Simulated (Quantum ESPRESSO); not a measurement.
Consider Ca3GeN (Pm-3m).

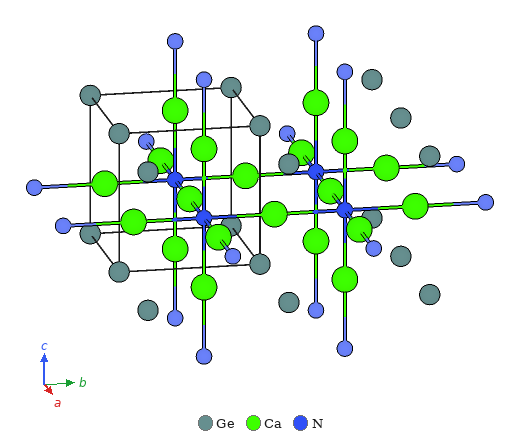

The structure (germanium teal, calcium green, nitrogen blue). 2×2×1 cells are drawn. Some periodic images of atoms are drawn too.

```cif
data_structure
_symmetry_space_group_name_H-M 'P 1'
_symmetry_Int_Tables_number 1
_cell_length_a 4.7573
_cell_length_b 4.7573
_cell_length_c 4.7573
_cell_angle_alpha 90.000
_cell_angle_beta 90.000
_cell_angle_gamma 90.000
_cell_volume 107.67
loop_
_atom_site_label
_atom_site_type_symbol
_atom_site_fract_x
_atom_site_fract_y
_atom_site_fract_z
_atom_site_occupancy
Ge1 Ge 0.00000 0.00000 0.00000 1
Ca2 Ca 0.50000 0.50000 0.00000 1
Ca3 Ca 0.50000 0.00000 0.50000 1
Ca4 Ca 0.00000 0.50000 0.50000 1
N5 N 0.50000 0.50000 0.50000 1
```

Absorber: atom 1, with 12 Ca at 3.36 Å (cuboctahedral, site symmetry m-3m). Method: Quantum ESPRESSO XSpectra, LDA, excited-electron core hole (neutral cell), 10-atom cell with 6.7 Å between holes, 5×5×5 k points, dipole transitions, Lorentzian half width 0.98 eV up to 4 eV, rising linearly to 1.75 eV at 25 eV (not a setting of the program: the run's 0.4 eV curve was folded afterwards with a further Lorentzian).

Question: Where do the maxima of the Ge K edge fall?

Main maxima up to 30 eV above the zero (height): 6.2 eV (2.21) and 22.0 eV (1.30). A K edge sees empty p states on the absorber. 

The Ge K spectrum (energy from the energy zero of the input (xe0, at the border of filled and empty states); intensity scaled to a mean of 1 over the first 20 eV; folded afterwards to Lorentzian half width 0.98 eV up to 4 eV, rising linearly to 1.75 eV at 25 eV; the points at xe0, where the cut of filled states can leave a spike, are interpolated):

| E (eV) | intensity |
| --- | --- |
| -2.0 | 0.11 |
| -0.5 | 0.19 |
| 1.0 | 0.31 |
| 2.5 | 0.57 |
| 4.0 | 1.05 |
| 5.5 | 1.88 |
| 7.0 | 1.82 |
| 8.5 | 1.48 |
| 10.0 | 1.12 |
| 11.5 | 0.80 |
| 13.0 | 0.65 |
| 14.5 | 0.62 |
| 16.0 | 0.75 |
| 17.5 | 0.91 |
| 19.0 | 1.12 |
| 20.5 | 1.22 |
| 22.0 | 1.30 |
| 23.5 | 1.14 |
| 25.0 | 0.95 |
| 26.5 | 0.85 |
| 28.0 | 0.72 |
| 29.5 | 0.67 |
| 31.0 | 0.65 |

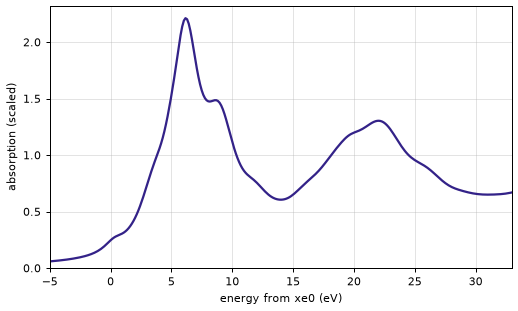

The Ge K edge.

Lifetime broadening is put in by hand, and intensities beyond about 20 eV depend on it and on the partial waves. The structure is a published determination, not relaxed.

[Banner, clock and machine lines of the logs are left out without a mark of their own.]

[Logs are printed without paths, hosts, clocks, repeated set-up lines and the standing remarks that a program may print on its own settings, such as how far it seeks lower states.]

[Hosts, paths, dates, database ids (printed as entryN), source tags and the programs' standing remarks are cut or masked in the printed files.]

[Lists of maxima count a maximum above −3 eV only where it reaches 4 % of the highest in the window and stands out from its surroundings by 2 % of it (1.5 % where it reaches 55 %); shoulders and weaker maxima are passed over, and of the rest the first, up to two pre-edge ones and the few strongest are named.]
